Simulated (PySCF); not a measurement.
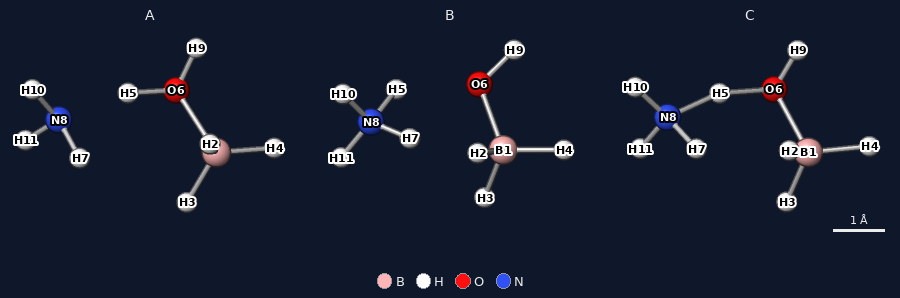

3 geometries from one relaxation of BNH$_{8}$O (started from a transition state, displaced along its imaginary mode), in shuffled order. The picture is a ball-and-stick view, seen at a tilt.

The calculation used RKS PBE0-D4/def2-TZVP, density fitting in PySCF. 

> Put them in the order of the run, from the start to the converged end.

B, C, A. They are steps 0, 10, 51, at +27.1 kcal/mol, +6.23 kcal/mol relative to the last. Over 51 geometry steps the energy falls by 27.1 kcal/mol. The largest move after the best rigid fit is that of H7, 0.72 Å. By element the largest moves are H 0.72 Å, B 0.27 Å, N 0.25 Å, O 0.14 Å. Near-neighbour distances that change, for instance: H5–O6 1.683 → 1.023 Å, H5–N8 1.121 → 1.617 Å, H7–N8 0.915 → 1.016 Å, B1–O6 1.547 → 1.621 Å. New bonds form, among them: H5–O6 (1.68 → 1.02 Å). Bonds break, among them: H5–N8 (1.12 → 1.62 Å). Bond angles that change, for instance: H2–B1–H4 104.2° → 113.5°, H7–N8–H11 114.6° → 107.8°, H4–B1–O6 112.2° → 105.5°. Groups turn about B1–O6 by about 40°.
